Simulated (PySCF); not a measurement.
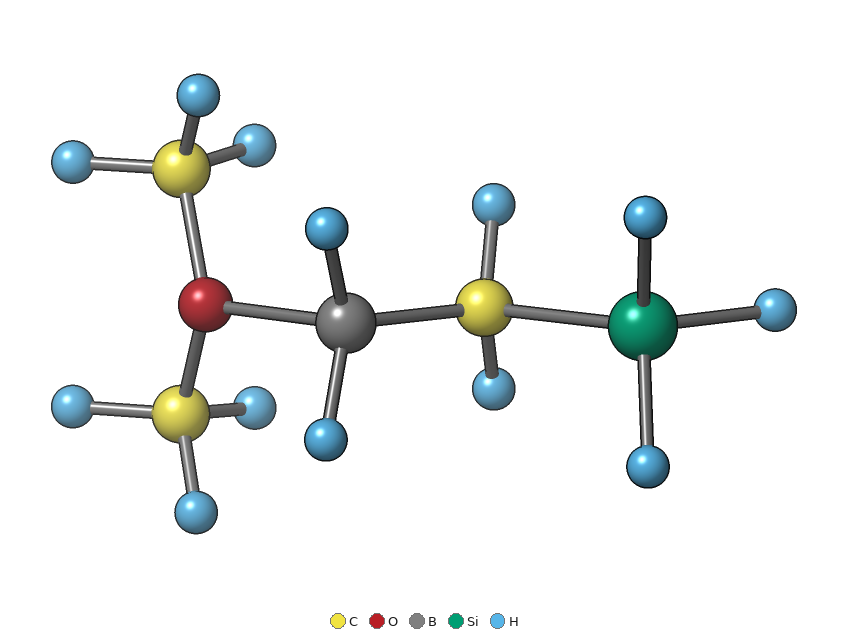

Computed geometry: PBE0-D3(BJ)/def2-SVP optimisation. No frequency run is at hand to confirm it as a minimum.

Draw it as a skeletal formula.

SMILES: C[O+](C)[BH2-]C[SiH3]

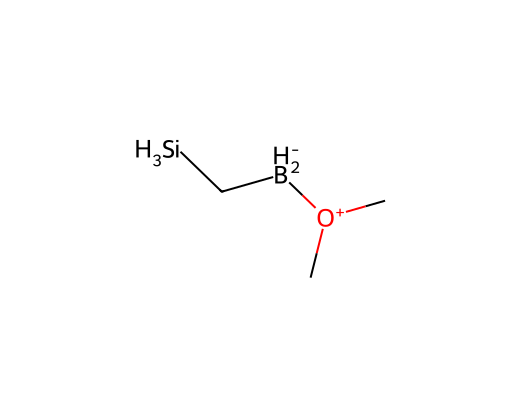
